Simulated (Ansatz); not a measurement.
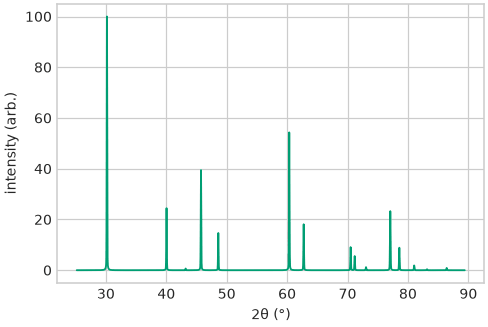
Figure: Simulated powder pattern, Cu Kα1, λ = 1.54056 Å

The pattern belongs to a structure relaxed with plane-wave PAW r²SCAN (Ansatz code).

**Question.** Pick the material that matches.
(A) Si2W, MoSi2 or CaC2 type
(B) SiO2, rutile
(C) Si2Mo, MoSi2 or CaC2 type
(D) Si, diamond

**Answer.** B, SiO2, rutile

Space group P4_2/mnm (rutile). This is a known high-pressure phase of the composition, computed here at zero pressure and temperature. The r²SCAN relaxation kept the symmetry of its start; of distortions, only those at the zone centre were tested.

Potentials: the later of the program's two PAW sets.
